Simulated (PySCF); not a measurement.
```yaml
atoms:
  - { symbol: N, position_ang: [2.4104, -0.1387, 1.3701] }
  - { symbol: C, position_ang: [1.9354, -1.1690, 0.8421] }
  - { symbol: C, position_ang: [0.5846, -1.3279, 0.1891] }
  - { symbol: N, position_ang: [-0.2493, -0.1699, 0.3965] }
  - { symbol: Si, position_ang: [-1.3291, 0.4752, -0.7633] }
  - { symbol: N, position_ang: [-1.6884, 2.0573, -0.2193] }
  - { symbol: F, position_ang: [-0.4988, 0.3774, -2.1502] }
  - { symbol: H, position_ang: [1.7883, 0.6704, 1.3200] }
  - { symbol: H, position_ang: [2.5544, -2.0620, 0.8476] }
  - { symbol: H, position_ang: [0.7420, -1.4566, -0.8851] }
  - { symbol: H, position_ang: [0.1179, -2.2509, 0.5660] }
  - { symbol: H, position_ang: [-0.4677, -0.0296, 1.3710] }
  - { symbol: H, position_ang: [-2.5724, -0.2177, -1.0566] }
  - { symbol: H, position_ang: [-2.3885, 2.5886, -0.7063] }
  - { symbol: H, position_ang: [-0.9432, 2.6613, 0.0868] }
```

Geometry: GFN2-xTB.

Theory: PySCF, PBE0/pcSseg-1, SCF density, gas phase, non-relativistic.

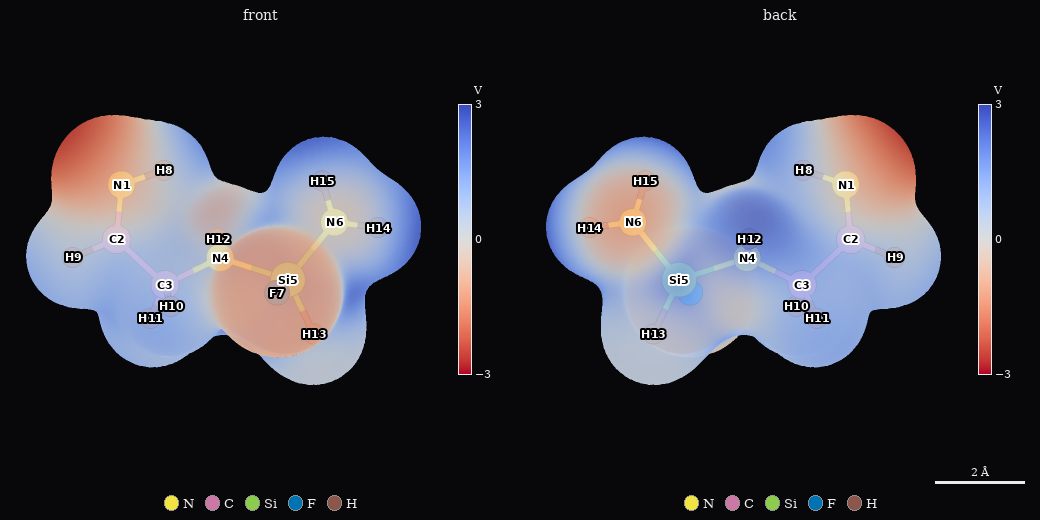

C$_{2}$H$_{8}$FN$_{3}$Si. The molecular electrostatic potential painted on the density surface at 0.004 e/bohr³, seen from the front and from behind; red is negative and blue positive.

Where is the surface potential most negative and most positive?

The most negative region (about −2.4 V) lies over N1, the most positive (about +2.4 V) over H12, H14 and H15. N1 is the likeliest acceptor of a hydrogen bond.

How polar is the molecule by this calculation?

Its dipole moment is 2.65 D.
